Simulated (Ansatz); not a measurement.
# CsZnH3 in P4bm, a phase reached by a soft mode: a soft mode frozen in, part 3 of 3

Which phase does CsZnH3 in P4bm, a phase reached by a soft mode fall into along its unstable mode, and how much energy does it gain?

Ansatz 0.2.0; DFT r2SCAN, scalar-relativistic, plane waves, PAW; PAW set soft_1.

So far. Step 5 (Energy along the mode, all amplitudes (two of the runs …): The lowest of the steps tried is at 0.45 Å, 3.42 meV/atom below the parent; the bottom of the well need not coincide with a step. Step 7 (The new phase in its own primitive cell): The largest force component left is 0.19 meV/Å and the pressure is 0.000 GPa, within the tolerances set. The cell now holds 18.58 Å³/atom.

The structure was built from a prototype and need not be the compound's stable phase.

**8. Modes of the new phase**

A relaxed structure may still be a saddle point, so its zone-centre modes are computed. The response to a homogeneous field gives the Born charges and the dielectric tensor.

File input.yaml:

```yaml
crystal:
  lattice:
    - [5.4919261281, 0.0, 0.0]
    - [0.0, 5.5800680776, 0.0]
    - [0.0, 0.0, 6.0640331069]
  atoms:
    - { symbol: Cs, position: [0.25, 0.0, 0.2469627518] }
    - { symbol: Cs, position: [0.75, 0.0, 0.7530372482] }
    - { symbol: Zn, position: [0.25, 0.5, 0.824031757] }
    - { symbol: Zn, position: [0.75, 0.5, 0.175968243] }
    - { symbol: H, position: [0.0, 0.5, 0.0] }
    - { symbol: H, position: [0.25, 0.2441271154, 0.7078525779] }
    - { symbol: H, position: [0.5, 0.5, 0.0] }
    - { symbol: H, position: [0.75, 0.2441271154, 0.2921474221] }
    - { symbol: H, position: [0.25, 0.7558728846, 0.7078525779] }
    - { symbol: H, position: [0.75, 0.7558728846, 0.2921474221] }
kpoints:
  mp_grid: { grid: [4, 4, 4] }
hamiltonian:
  xc: r2scan
  pseudopotentials: { kind: paw, azcp: { folder: soft_1 } }
scf:
  occupations: { method: fixed }
output:
  eigenvalues: true
phonons:
  method: dfpt
  dielectric: true
  rigid_motions: translations
```

Started as:

```console
$ ansatz run input.yaml --threads 4 --pin off --max-ram 16384MiB --backend cpu --events-out ev --progress --plain --runs-dir out
```

Numbers of over 12 decimals in the logs are rounded to 6 here.

Output:

```text
[...]
Crystal: 10 atoms, lattice volume = 185.834 Å³
Basis set: ecut = 500 eV, 4695 PW (Γ), exchange–correlation on 288×270×270 points (216 copies of the dense FFT grid, shifted against one another)
Bands: 34, of which v1, the nominal top of the filled ones, is band 24 counted from 1 (23 counted from 0)
Symmetry: 8 space group operations
k-points: 36 of 64 (irreducible under 1 space group operation, time reversal used)
[...]
SCF iter   1: F=—  HF=-18125.057019 eV  |F-HF|=—  |Δ(HF+E_count)|=         —  Δρ=9.74e-2  dr2=1.42e1  dr2_τ=5.34e-2  ethr=3.10e-3  ⟨swp⟩=5.0  Hψ=5110  notcnv=0  defer=253
[...]
SCF iter  12: F=-18121.523768 eV  HF=-18121.523768 eV  |F-HF|=1.09e-11  |Δ(HF+E_count)|=  3.64e-11  Δρ=8.58e-8  dr2=1.30e-11  dr2_τ=1.70e-13  ethr=1.00e-12  ⟨swp⟩=17.1  Hψ=9450  notcnv=0
SCF 1 converged in 12 iterations: F = -18121.523768 eV  dr2 = 1.30e-11
[...]
DFPT response loops at Γ: preconditioner auto → Resta (q_TF=auto, 2.177 Å⁻¹)  ε∞=4.2 (no band partly filled); β = 1.00, the filter's whole step (`scf.mixing.beta` (0.50) is not read by the response loops at its default; to damp them type it under 1.00, their step now; it binds the ground state too); Broyden in place of MSR1
[...]
Bands: 25, of which v1, the nominal top of the filled ones, is band 24 counted from 1 (23 counted from 0)
k-points: 8 of 64
[...]
Eigensolver: Dense (8 Hₖ)
SCF iter   1: F=—  HF=-18121.443236 eV  |F-HF|=—  |Δ(HF+E_count)|=         —  Δρ=3.18e-4  dr2=4.63e-5  dr2_τ=1.71e-5  ethr=1.00e-1
[...]
SCF iter   5: F=-18121.443327 eV  HF=-18121.443327 eV  |F-HF|=9.44e-9  |Δ(HF+E_count)|=   2.14e-7  Δρ=3.21e-6  dr2=1.16e-8  dr2_τ=8.30e-10  ethr=5.49e-10
SCF 1 converged in 5 iterations: F = -18121.443327 eV  dr2 = 1.16e-8
[...]
WARN: field response: ε∞ stands inside a basis, on 4×4×4 points; the force constants stand on the 4×4×4 k-mesh, whose period is 13.73 times the interband length at k = (0.0000, 0.0000, -0.5000), direct gap 3.966 eV, under 14: take them and everything formed from them as unconverged, and compare with a denser kpoints.mp_grid
SCF converged after 12 iterations
Free energy (F): -18121.523768 eV
[...]
Internal energy: -18121.523768 eV  (E = F + TS)
E sigma→0 (E₀):  -18121.523768 eV
Fermi energy:    2.504067 eV
[...]
--- Band table (eV; the first three rows and the last of 36) ---
  k-point 0: bands = [... 20 lower, 1.4785, 1.6535, 1.8850, 2.0810, 6.4880, 6.8967, 7.0649, 7.4333, ... 6 higher]
  k-point 1: bands = [... 20 lower, 1.5025, 1.7477, 1.8265, 1.9622, 6.2168, 6.7506, 7.8089, 7.8529, ... 6 higher]
  k-point 2: bands = [... 20 lower, 1.5268, 1.7674, 1.8553, 1.8610, 5.8269, 7.0746, 7.9448, 8.3373, ... 6 higher]
  k-point 35: bands = [... 20 lower, 1.5677, 1.5677, 1.8376, 1.8376, 6.9477, 6.9477, 8.8778, 8.8778, ... 6 higher]
[...]
ASR residual: 1.135e-4 → 0.000e0 eV/Å²; symmetrization residual: 1.170e-6 eV/Å²
[...]
ε∞ (high-frequency dielectric tensor):
        3.438523     0.000000     0.000000
        0.000000     3.196711     0.000000
        0.000000     0.000000     3.114324
  ε⁰ (static dielectric tensor: ions relaxed, cell fixed):
        8.040677    -0.000000     0.000000
       -0.000000     7.029866    -0.000000
        0.000000    -0.000000     7.861432
  ε⁰ − ε∞ (ionic part):
        4.602154    -0.000000     0.000000
       -0.000000     3.833155    -0.000000
        0.000000    -0.000000     4.747109
[...]
Born effective charges Z* (e; rows j = field, columns β = displacement):
    site 0:
         1.23357   -0.00000    0.00000
         0.00000    1.26431    0.00000
        -0.00000    0.00000    1.16845
    site 1:
         1.23357   -0.00000    0.00000
         0.00000    1.26431    0.00000
        -0.00000    0.00000    1.16845
    site 2:
         1.53126   -0.00000    0.00000
         0.00000    1.03765    0.00000
        -0.00000    0.00000    1.00287
    site 3:
         1.53126   -0.00000    0.00000
         0.00000    1.03765    0.00000
        -0.00000    0.00000    1.00287
    site 4:
        -1.27681    0.00000    0.49449
        -0.00000   -0.53314    0.00000
         0.44440    0.00000   -0.73805
    site 5:
        -0.74401   -0.00000    0.00000
        -0.00000   -0.88441   -0.17239
        -0.00000   -0.19630   -0.71663
    site 6:
        -1.27681    0.00000   -0.49449
        -0.00000   -0.53314    0.00000
        -0.44440    0.00000   -0.73805
    site 7:
        -0.74401   -0.00000    0.00000
        -0.00000   -0.88441    0.17239
        -0.00000    0.19630   -0.71663
    site 8:
        -0.74401   -0.00000    0.00000
        -0.00000   -0.88441    0.17239
        -0.00000    0.19630   -0.71663
    site 9:
        -0.74401   -0.00000    0.00000
        -0.00000   -0.88441   -0.17239
        -0.00000   -0.19630   -0.71663
  Z* charge neutrality: 9.672e-3 e pre-enforcement
[...]
optical modes at Γ without the LO–TO term, one row a degenerate level:
      ω (cm⁻¹)  modes    IR ((D/Å)²/amu)
         25.74      1             0.0000
[...]
optical modes at Γ + LO–TO along q̂ = [1.0000, 0.0000, 0.0000]:
      ω (cm⁻¹)  modes    IR ((D/Å)²/amu)
[...]
optical modes at Γ + LO–TO along q̂ = [0.0000, 1.0000, 0.0000]:
      ω (cm⁻¹)  modes    IR ((D/Å)²/amu)
[...]
optical modes at Γ + LO–TO along q̂ = [0.0000, 0.0000, 1.0000]:
      ω (cm⁻¹)  modes    IR ((D/Å)²/amu)
[...]
641.51      1            26.4787
        648.99      1             0.0000
        651.07      1            10.6976
        683.93      1            29.6837
        699.75      1             0.0000
        729.70      1             0.0000
       1517.87      1            47.1941
       1591.30      1            38.1423
       1637.63      1             0.0000
       1639.28      1            60.2515
       1703.53      1             0.0000
       1712.37      1             6.8224
```

It took 10 min on 4 threads of Arm Neoverse V1, shared host; peak memory 5.7 GiB; 39 min of CPU time.

Numbers from this step:

```
miss of the charge sum rule                             : 0.009672 e
estimated error of the dielectric tensor                : 0.01115
estimated error of the Born charges                     : 0.01770 e
point group                                             : mmm
highest optical mode at the zone centre (no LO-TO term) : 1707 cm⁻¹
lowest optical zone-centre mode                         : 25.74 cm⁻¹
mean high-frequency dielectric constant                 : 3.250
largest Born charge (third of the trace)                : 1.222 e
mean static dielectric constant                         : 7.644
top of the zone-centre spectrum with the field          : 1712 cm⁻¹
```

Patterns of degenerate modes are one choice out of their space. The modes at Γ (shares of kinetic energy by element, %):

| mode | frequency (cm⁻¹) | symmetry | Cs % | Zn % | H % |
| --- | --- | --- | --- | --- | --- |
| 1 | 0.0 | acoustic | 66 | 32 | 2 |
| 2 | 0.0 | acoustic | 66 | 32 | 2 |
| 3 | 0.0 | acoustic | 66 | 32 | 1 |
| 4 | 25.7 | B3g | 87 | 11 | 3 |
| 5 | 61.6 | Ag | 99 | 1 | 0 |
| 6 | 63.4 | B1u | 34 | 64 | 2 |
| 7 | 68.0 | B2g | 98 | 2 | 0 |
| 8 | 72.1 | B3u | 33 | 63 | 5 |
| 9 | 83.7 | B3g | 13 | 77 | 10 |
| 10 | 86.0 | B2u | 34 | 63 | 4 |
| 11 | 146.7 | Ag | 1 | 98 | 1 |
| 12 | 163.3 | B2g | 2 | 97 | 1 |
| 13 | 201.6 | B2u | 0 | 0 | 100 |
| 14 | 236.6 | B3u | 1 | 3 | 96 |
| 15 | 358.3 | Au | 0 | 0 | 100 |
| 16 | 372.3 | B3g | 0 | 11 | 89 |
| 17 | 542.1 | B1u | 0 | 3 | 97 |
| 18 | 542.2 | B3u | 0 | 2 | 98 |
| 19 | 595.8 | B1g | 0 | 0 | 100 |
| 20 | 641.5 | B2u | 0 | 3 | 97 |
| 21 | 649.0 | Ag | 0 | 1 | 99 |
| 22 | 661.9 | B1u | 0 | 0 | 100 |
| 23 | 699.8 | B2g | 0 | 1 | 99 |
| 24 | 729.7 | Au | 0 | 0 | 100 |
| 25 | 1517.9 | B3u | 0 | 0 | 100 |
| 26 | 1547.8 | B1u | 0 | 0 | 100 |
| 27 | 1637.6 | B3g | 0 | 2 | 98 |
| 28 | 1639.3 | B2u | 0 | 2 | 98 |
| 29 | 1703.5 | Ag | 0 | 0 | 100 |
| 30 | 1707.2 | B1u | 0 | 0 | 100 |

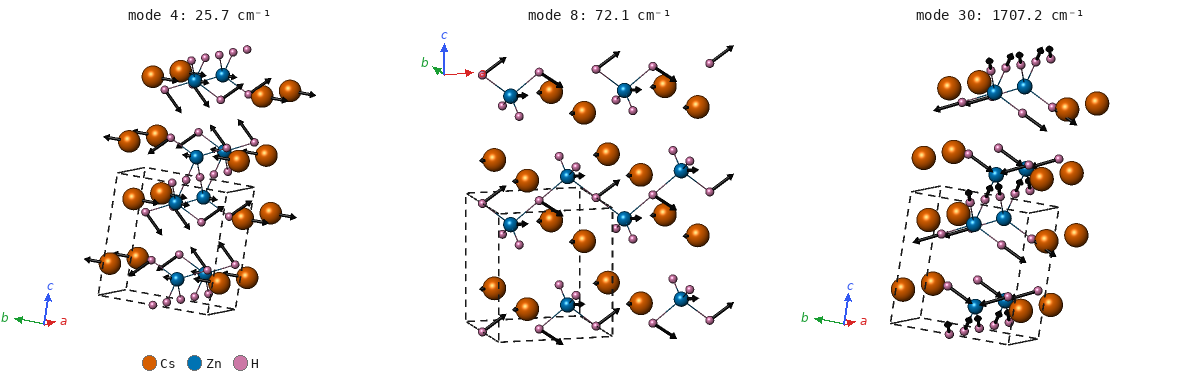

Displacement patterns of modes 4, 8 and 30 at Γ; arrows are exaggerated. 2×1×2 cells are drawn. Some periodic images of atoms are drawn too.

Optical modes at the zone centre, without and with the macroscopic field of the longitudinal modes; each column is sorted by frequency, so a row need not hold one and the same mode. Modes with and without the field, by row:

| rank among optical modes | no field (cm⁻¹) | q along (1, 0, 0) (cm⁻¹) | q along (0, 1, 0) (cm⁻¹) | q along (0, 0, 1) (cm⁻¹) |
| --- | --- | --- | --- | --- |
| 1 | 25.7 | 25.7 | 25.7 | 25.7 |
| 2 | 61.6 | 61.6 | 61.6 | 61.6 |
| 3 | 63.4 | 63.4 | 63.4 | 68 |
| 4 | 68 | 68 | 68 | 72.1 |
| 5 | 72.1 | 75.3 | 72.1 | 78.7 |
| 6 | 83.7 | 83.7 | 83.7 | 83.7 |
| 7 | 86 | 86 | 110.7 | 86 |
| 8 | 146.7 | 146.7 | 146.7 | 146.7 |
| 9 | 163.3 | 163.3 | 163.3 | 163.3 |
| 10 | 201.6 | 201.6 | 202.5 | 201.6 |
| 11 | 236.6 | 238.9 | 236.6 | 236.6 |
| 12 | 358.3 | 358.3 | 358.3 | 358.3 |
| 13 | 372.3 | 372.3 | 372.3 | 372.3 |
| 14 | 542.1 | 542.1 | 542.1 | 542.2 |
| 15 | 542.2 | 595.8 | 542.2 | 595.8 |
| 16 | 595.8 | 641.5 | 595.8 | 641.5 |
| 17 | 641.5 | 649 | 649 | 649 |
| 18 | 649 | 661.9 | 661.9 | 651.1 |
| 19 | 661.9 | 699.8 | 699.8 | 683.9 |
| 20 | 699.8 | 729.7 | 706.5 | 699.8 |
| 21 | 729.7 | 756.5 | 729.7 | 729.7 |
| 22 | 1518 | 1548 | 1518 | 1518 |
| 23 | 1548 | 1577 | 1548 | 1591 |
| 24 | 1638 | 1638 | 1638 | 1638 |
| 25 | 1639 | 1639 | 1704 | 1639 |
| 26 | 1704 | 1704 | 1707 | 1704 |
| 27 | 1707 | 1707 | 1707 | 1712 |

Born charge (rows field, columns displacement) (e), principal values of the symmetric part by kind of site:

| atom | atoms with these values | low | middle | high | mean |
| --- | --- | --- | --- | --- | --- |
| Cs1 | 2 | 1.17 | 1.23 | 1.26 | 1.22 |
| Zn3 | 2 | 1.00 | 1.04 | 1.53 | 1.19 |
| H5 | 2 | -1.55 | -0.53 | -0.47 | -0.85 |
| H6 | 4 | -1.00 | -0.74 | -0.60 | -0.78 |

In full for H6:

```
-0.74  0.00  0.00
 0.00 -0.88 -0.17
 0.00 -0.20 -0.72
```

High-frequency dielectric tensor:

```
3.44 0.00 0.00
0.00 3.20 0.00
0.00 0.00 3.11
```

Static dielectric tensor (ions relaxed, fixed cell):

```
8.04 0.00 0.00
0.00 7.03 0.00
0.00 0.00 7.86
```

Transverse modes. Lines of the infrared spectrum (strongest = 100):

```
position (cm⁻¹)  lines merged  relative intensity
             26             1                 0.0
             62             1                 0.0
             63             1                 0.7
             68             1                 0.0
             72             1                 0.2
             84             1                 0.0
             86             1                 1.3
            147             1                 0.0
            163             1                 0.0
            202             1                 0.1
            237             1                 0.6
            358             1                 0.0
            372             1                 0.0
            542             2                 100
            596             1                 0.0
            642             1                  20
            649             1                 0.0
            662             1                 0.6
            700             1                 0.0
            730             1                 0.0
           1518             1                  35
           1548             1                  26
           1638             1                 0.0
           1639             1                  44
           1704             1                 0.0
           1707             1                 2.4
```

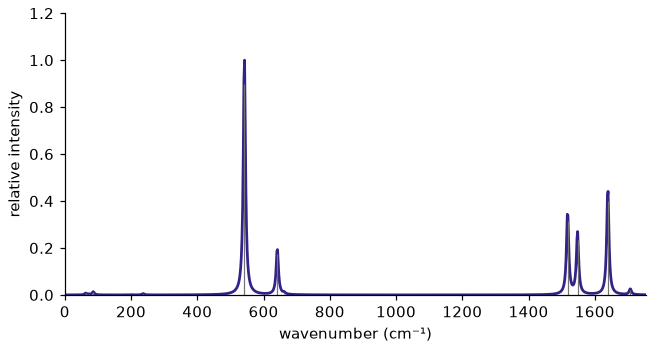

The infrared spectrum, broadened with Lorentzians of width 8 cm⁻¹; bars mark the lines.

Before it was imposed, the acoustic sum rule was missed by 1.1e-4 eV/Å² and the charge sum rule by 0.0097 e. Small misses are needed for a sound result but don't prove that mesh and cutoff are converged. The lowest optical mode is real, 25.7 cm⁻¹.

The log warns of the k mesh: “the force constants stand on the 4×4×4 k-mesh, whose period is 13.73 times the interband length at k = (0.0000, 0.0000, -0.5000), direct gap 3.966 eV, under 14: take them and everything formed from them as unconverged”.

**9. The phases reached**

The phases reached along the modes that were followed are set side by side.

Energies are those of the first relaxation, on the mesh of the frozen mode; space group, volume and gap are those of the last relaxation. Phases, by row:

| mode frozen in | space group | energy from parent (meV/atom) | volume (Å³/atom) | gap on mesh (eV) | lowest zone-centre optical mode (cm⁻¹) | largest shift (Å) |
| --- | --- | --- | --- | --- | --- | --- |
| parent | P4bm | 0 | 18.67 | 3.87 | – | – |
| q = (0, 0, 0), 91i cm⁻¹ | Cm | -30.16 | 18.24 | 4.041 | -113.9 | 1.541 |
| q = (0, 0, 0), 91i cm⁻¹ | Pmma | -60.69 | 18.58 | 3.323 | 25.7 | 1.269 |

**10. Summary of results**

```json
{"unstable mode of the parent": "q = (0, 0, 0), 91i cm⁻¹", "depth at the lowest point sampled": "3.42 meV/atom", "largest atomic shift at that point": "0.45 Å", "space group reached (within 0.01 Å)": "Pmma", "energy gained over the parent (first relaxation, on the mesh of the frozen mode)": "60.7 meV/atom", "volume per atom, phase reached": "18.6 Å³", "gap on the k-mesh, phase reached": "3.32 eV", "lowest optical zone-centre mode, phase reached": "25.7 cm⁻¹", "highest optical mode at the zone centre (no LO-TO term), phase reached": "1707 cm⁻¹"}
```

In words: Along this mode the structure falls into Pmma, 60.7 meV/atom below the parent. At the parent's cell the well is 3.423 meV/atom deep on the steps tried, with its lowest point at a shift of 0.45 Å. Relaxing atoms and cell changes the gain by +57.27 meV/atom against the lowest step (energies at zero smearing). Most of the total comes from this relaxation. The new phase has no imaginary mode at the zone centre of its cell; other wavevectors were not checked. Of the 2 patterns followed to their end from this parent, this one reaches the lowest energy. Each path keeps the symmetry of its pattern, so a lower phase may lie along a pattern not tried. With the field response the log warns that the k mesh is coarse for the force constants too, so the frequencies may not be converged. Spin-orbit coupling is left out, which can matter for the heavy elements here. The starting cell was built on a prototype and not taken from a measurement, so the phase need not exist.

[Logs are printed without paths, hosts, clocks, repeated set-up lines and the standing remarks that a program may print on its own settings, such as how far it seeks lower states.]

[Hosts, paths, dates, database ids (printed as entryN), source tags and the programs' standing remarks are cut or masked in the printed files.]
